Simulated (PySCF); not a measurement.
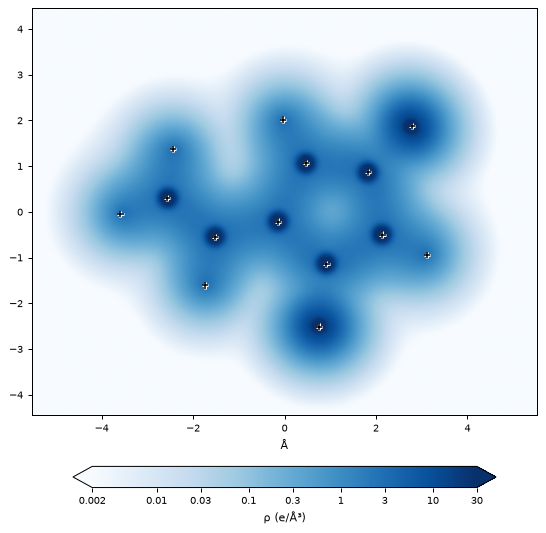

The total electron density on a plane through atoms (crosses mark nuclei in the plane).

All numbers below come from PySCF 2.14.0, PBE0/def2-SVPD, SCF density, gas phase.

Candidates:
A. C5H9OP (SMILES CO/C=P/C1CC1)
B. C7H5F2 (SMILES C=Cc1c[c-](F)cc1F) (charge −1)

**Which candidate gave the map?**

Candidate B: C7H5F2 on the molecular plane, which holds C, F and H. C–C (1.34 Å): ρ at the midpoint is about 2.3 e/Å³. C–F (1.38 Å): the density is about 2 e/Å³ at the midpoint, with its minimum of 1.5 e/Å³ about 0.5 Å from C.
